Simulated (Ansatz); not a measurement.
# C2H2FGe (SMILES C#[C][GeH][F]): levels of theory compared

We compute a comparison of 6 runs (UHF/3-21G, UHF/def2-SVP, UB3LYP/6-31G*, UPBE0/def2-SVP, UMP2/cc-pV(T+d)Z) of C2H2FGe. 

Program for the calculation: Ansatz 0.2.0.

3 further runs of the same task are left out: 3 set aside as unsound or not needed.

### 1 The molecule

C2H2FGe: 6 atoms, total charge 0, spin state doublet. As SMILES, `C#[C][GeH][F]`. The shape is that of a PBE0-D4/def2-TZVP optimisation.

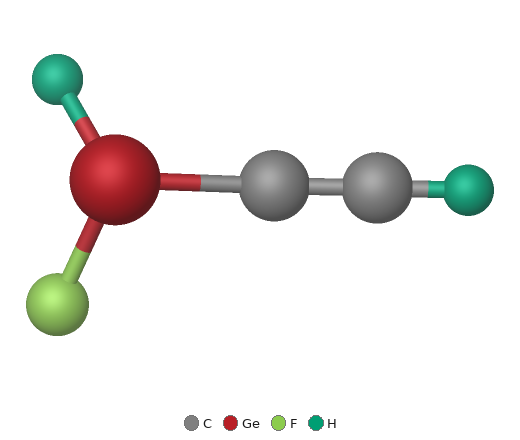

The structure, seen from a chosen angle (carbon grey, germanium red, fluorine green, hydrogen teal).

### 2 Energy and forces at UHF/3-21G (run 1)

Contents of run.yaml:

```yaml
crystal:
  periodic: [false, false, false]
  atoms:
    - {symbol: C, position_ang: [-0.259200, 0.074500, -1.769000]}
    - {symbol: C, position_ang: [0.006200, 0.034600, -0.591400]}
    - {symbol: Ge, position_ang: [0.661100, -0.021100, 1.180400]}
    - {symbol: F, position_ang: [-0.021800, -1.442400, 1.919600]}
    - {symbol: H, position_ang: [-0.516900, 0.107000, -2.803300]}
    - {symbol: H, position_ang: [0.172500, 1.183400, 2.017600]}
basis:
  gaussian: {orbitals: 3-21G-spherical.json}
magnetization: {spin_polarized: true, initial_magnetization: 1}
hamiltonian: {xc: hf}
accuracy: high
output: {forces: true, orbitals: {seedname: orbitals}}
```

The basis set 3-21G is read from a file made from the Basis Set Exchange's data (not shown).

On the command line:

```
$ ansatz run run.yaml --threads 1 --pin off --max-ram 2610MiB --events-out events.jsonl --progress --plain --runs-dir runs
```

Log:

```text
Warning: RAYON_NUM_THREADS=1 ignored (pool sized by the plan → 1); use --threads N
Functional definition: HF
  name "HF"
  exchange = exact_x
  correlation = 0
991 factors; integrals over basis functions are off by at most 6.8e-9 eV
mean field evaluation 1: about -60969.5188 eV, gradient 2.2e1 eV
mean field evaluation 2: about -60969.5439 eV, gradient 2.2e1 eV
mean field evaluation 4: about -60972.0111 eV, gradient 2.0e0 eV
mean field evaluation 8: about -60972.0725 eV, gradient 2.4e-1 eV
mean field evaluation 16: about -60972.0879 eV, gradient 1.4e-2 eV
mean field evaluation 32: about -60972.0593 eV, gradient 3.3e-1 eV
mean field -60972.08795866 eV, -2240.6829041153 hartree, gradient 1.8e-8 eV, S^2 0.828144; 0 other end points of the search recorded, 0 dependent functions left out
the calculation of the forces begins
reference -60972.08795866 eV, -2240.6829041153 hartree; 28, 27 occupied and 25, 26 virtual orbitals, 991 factors
Total energy: -60972.08795866 eV, -2240.6829041153 hartree
Atom 0 at    -0.259200     0.074500    -1.769000 Å, force    -0.225988    -0.061026     0.322484 eV/Å
Atom 1 at     0.006200     0.034600    -0.591400 Å, force     0.177487     0.246796    -1.154170 eV/Å
Atom 2 at     0.661100    -0.021100     1.180400 Å, force    -1.025327    -1.189398     0.989899 eV/Å
Atom 3 at    -0.021800    -1.442400     1.919600 Å, force     0.708328     1.042280    -0.532506 eV/Å
Atom 4 at    -0.516900     0.107000    -2.803300 Å, force     0.195241    -0.014466     0.579407 eV/Å
Atom 5 at     0.172500     1.183400     2.017600 Å, force     0.170258    -0.024185    -0.205115 eV/Å
Dipole moment:     0.274945     0.391261    -0.352023 e Å
```

Wall time 1.9 s (1 thread of Arm Neoverse V2, shared host); peak memory 0.28 GiB.

### 3 Energy and gradient at UHF/def2-SVP (run 2)

Contents of in.yaml:

```yaml
crystal:
  periodic: [false, false, false]
  atoms:
    - {symbol: C, position_ang: [-0.259200, 0.074500, -1.769000]}
    - {symbol: C, position_ang: [0.006200, 0.034600, -0.591400]}
    - {symbol: Ge, position_ang: [0.661100, -0.021100, 1.180400]}
    - {symbol: F, position_ang: [-0.021800, -1.442400, 1.919600]}
    - {symbol: H, position_ang: [-0.516900, 0.107000, -2.803300]}
    - {symbol: H, position_ang: [0.172500, 1.183400, 2.017600]}
basis:
  gaussian: {orbitals: def2-SVP}
magnetization: {spin_polarized: true, initial_magnetization: 1}
hamiltonian: {xc: hf}
accuracy: high
output: {forces: true, orbitals: {seedname: orbitals}}
```

On the command line:

```
$ ansatz run in.yaml --threads 1 --pin off --max-ram 2610MiB --events-out events.jsonl --progress --plain --runs-dir runs
```

Log, shortened:

```text
Warning: RAYON_NUM_THREADS=1 ignored (pool sized by the plan → 1); use --threads N
[... 2 set-up lines as earlier in the session ...]
[...]
1682 factors; integrals over basis functions are off by at most 7.5e-9 eV
[...]
mean field -61259.37359697 eV, -2251.2404565937 hartree, gradient 3.0e-8 eV, S^2 0.802338; 0 other end points of the search recorded, 0 dependent functions left out
[...]
reference -61259.37359697 eV, -2251.2404565937 hartree; 28, 27 occupied and 56, 57 virtual orbitals, 1682 factors
Total energy: -61259.37359697 eV, -2251.2404565937 hartree
Atom 0 at    -0.259200     0.074500    -1.769000 Å, force     0.101020    -0.026628     0.644599 eV/Å
Atom 1 at     0.006200     0.034600    -0.591400 Å, force    -0.145926     0.048406    -0.892024 eV/Å
Atom 2 at     0.661100    -0.021100     1.180400 Å, force    -0.254351    -0.118153     0.569716 eV/Å
Atom 3 at    -0.021800    -1.442400     1.919600 Å, force     0.181075     0.300742    -0.148424 eV/Å
Atom 4 at    -0.516900     0.107000    -2.803300 Å, force     0.000423     0.001767    -0.020431 eV/Å
Atom 5 at     0.172500     1.183400     2.017600 Å, force     0.117759    -0.206135    -0.153436 eV/Å
Dipole moment:     0.214364     0.401854    -0.344759 e Å
```

It took 8.1 s on 1 thread of Arm Neoverse V2, shared host; peak memory 0.32 GiB.

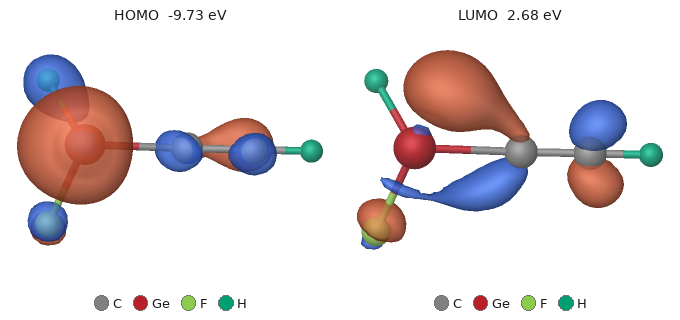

Frontier orbitals of this run (spin up), surfaces at ±0.2 Å^-3/2.

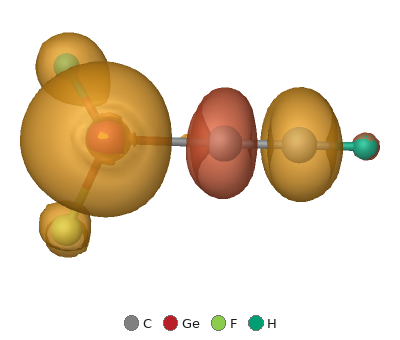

Spin density, surfaces at ±0.03 e/Å³.

Runs 3 to 5 aren't shown in full; the table further down has their settings and results.

### 4 The energy at UMP2/cc-pV(T+d)Z (run 6)

Contents of input.yaml:

```yaml
basis:
  gaussian: {orbitals: cc-pV_T+d_Z.json}
crystal:
  periodic: [false, false, false]
  atoms:
    - {symbol: C, position_ang: [-0.259200, 0.074500, -1.769000]}
    - {symbol: C, position_ang: [0.006200, 0.034600, -0.591400]}
    - {symbol: Ge, position_ang: [0.661100, -0.021100, 1.180400]}
    - {symbol: F, position_ang: [-0.021800, -1.442400, 1.919600]}
    - {symbol: H, position_ang: [-0.516900, 0.107000, -2.803300]}
    - {symbol: H, position_ang: [0.172500, 1.183400, 2.017600]}
output: {orbitals: {seedname: orbitals}}
magnetization: {spin_polarized: true, initial_magnetization: 1}
correlation: {method: mp2, frozen_orbitals: {C: 1, F: 1, Ge: 9, H: 0}}
```

The basis set cc-pV(T+d)Z is read from a file made from the Basis Set Exchange's data (not shown).

On the command line:

```
$ ansatz run input.yaml --threads 1 --pin off --max-ram 2610MiB --events-out events.jsonl --progress --plain --runs-dir runs
```

Log:

```text
Warning: RAYON_NUM_THREADS=1 ignored (pool sized by the plan → 1); use --threads N
[... 4 set-up lines as earlier in the session ...]
976 factors; integrals over basis functions are off by at most 9.3e-4 eV
mean field evaluation 1: about -61269.7197 eV, gradient 2.7e1 eV
mean field evaluation 2: about -61269.7273 eV, gradient 2.7e1 eV
mean field evaluation 4: about -61273.2533 eV, gradient 3.0e0 eV
mean field evaluation 8: about -61273.3604 eV, gradient 2.7e-1 eV
mean field evaluation 16: about -61273.1679 eV, gradient 1.2e0 eV
mean field -61273.36858712 eV, -2251.7547629956 hartree, gradient 9.4e-6 eV, S^2 0.799879; 3 other end points of the search recorded, 0 dependent functions left out
12 core orbitals not correlated: weight in the atoms' cores, before any rotation towards them, 1.000 or more for the frozen orbitals, at most 0.000 for the correlated occupied ones
reference -61273.36858712 eV, -2251.7547629956 hartree; 16, 15 occupied and 133, 134 virtual orbitals, 976 factors
second order -19.54993385 eV of doubles, -0.00000000 eV of singles
Total energy: -61292.91852097 eV, -2252.4732098132 hartree
```

It took 9.9 s on 1 thread of Arm Neoverse V2, shared host; peak memory 0.35 GiB.

### 5 All runs side by side

```tsv
run	level	Cartesian functions	task	energy (Eh)	dipole moment (D)	HOMO energy (eV)	LUMO energy (eV)	wall time
1	UHF/3-21G	no	gradient	-2240.682904	2.85	-9.35	0.48	1.9 s
2	UHF/def2-SVP	no	gradient	-2251.240457	2.74	-9.73	0.51	8.1 s
3	UB3LYP/6-31G* (spherical functions)	no	gradient	-2253.930807	2.22	-6.25	-3.58	15 s
4	UB3LYP/6-31G* (Cartesian functions)	yes	gradient	-2253.939477	2.21	-6.24	-3.57	14 s
5	UPBE0/def2-SVP	no	gradient	-2253.326634	2.26	-6.68	-3.32	15 s
6	UMP2/cc-pV(T+d)Z	no	energy	-2252.473210	–	-9.77	0.47	9.9 s
```

### 6 Results

```
                                                         quantity           value
                                              run 6: total energy  -2252.47321 Eh
run 6: HOMO energy (Hartree–Fock orbitals) (highest over α and β)        -9.77 eV
 run 6: LUMO energy (Hartree–Fock orbitals) (lowest over α and β)         0.47 eV
              run 6: correlation energy (12 core orbitals frozen)      -718.4 mEh
                         run 6: ⟨S²⟩ of the reference determinant           0.800
```

**Reading.** Over runs 1, 2, 3, 4, 5 the dipole moment (its size) runs from 2.21 D (UB3LYP/6-31G*) to 2.85 D (UHF/3-21G). The two ends differ in method and basis. Totals of different functionals can't be ranked against each other. All runs together took 64 s, the longest 15 s.
